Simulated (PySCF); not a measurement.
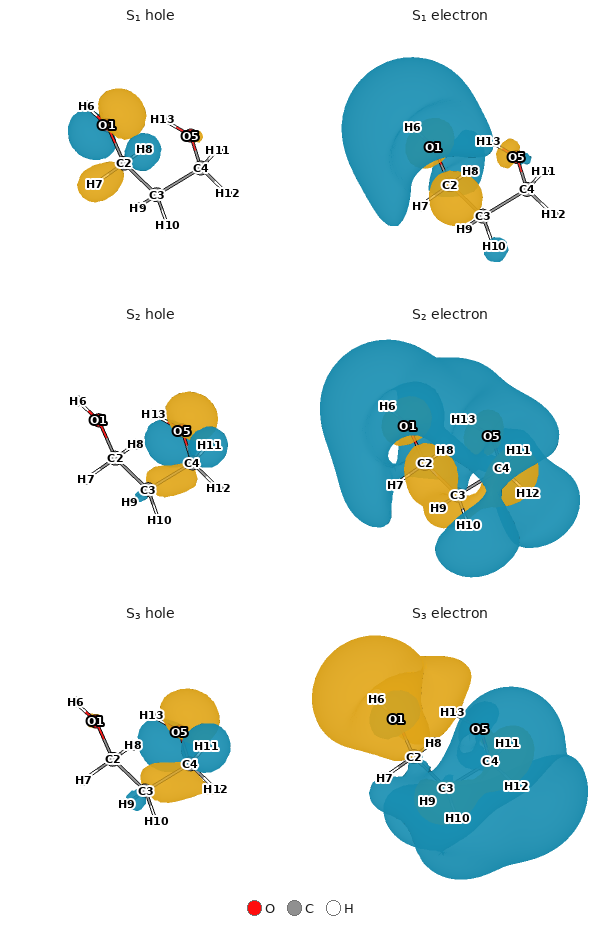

C3H8O2, SMILES `OCCCO`. Leading natural transition orbitals (TDA singlet states).

PySCF calculation, CAM-B3LYP/def2-SVP, gas phase; geometry: GFN2-xTB. No frequency check shows the geometry to be a minimum. Without diffuse functions Rydberg states are missing, so the states' numbers hold for this basis only.

Cartesian coordinates (Å):

```
O1      -1.3418    0.9080   -0.0879
C2      -1.2613   -0.4781    0.1943
C3       0.0487   -1.0312   -0.3635
C4       1.2707   -0.3881    0.2981
O5       1.4830    0.9328   -0.1234
H6      -2.1770    1.2530    0.2413
H7      -2.1078   -1.0073   -0.2651
H8      -1.2982   -0.6438    1.2812
H9       0.0894   -0.8353   -1.4361
H10      0.0669   -2.1090   -0.1996
H11      1.1538   -0.4280    1.3938
H12      2.1752   -0.9419    0.0310
H13      0.6198    1.3707   -0.1299
```

Describe these excited states.

Answer. By state:
- S₁: 7.63 eV (162 nm), f = 0.001 (very weak); the leading pair carries 100 %; hole on O1 (64 %), C2 (12 %) and H7 and H8 (7 % each), electron on H6 (49 %), O1 (20 %) and C2 (10 %); their centroids lie 1.0 Å apart.
- S₂: 7.94 eV (156 nm), f = 0.007, partly diffuse acceptor orbital, which a basis without diffuse functions describes poorly; the leading pair carries 100 %; hole on O5 (65 %), C4 (12 %) and H11 (8 %), electron on H6 (21 %), O1 (11 %) and H13 (10 %) (atom shares of so diffuse an orbital are rough); their centroids lie 2.0 Å apart.
- S₃: 8.81 eV (141 nm), f = 0.014, partly diffuse acceptor orbital, which a basis without diffuse functions describes poorly; the leading pair carries 90 %; hole on O5 (59 %), C4 (12 %) and H11 (8 %), electron on H12 (18 %), H6 (16 %) and C4 (11 %) (atom shares of so diffuse an orbital are rough); their centroids lie 1.3 Å apart.

Cost of the run: 2.9 min on 1 thread of Intel(R) Xeon(R) Platinum 8259CL CPU @ 2.50GHz (Skylake/Cascade Lake), on a shared host, peak memory 0.66 GiB.
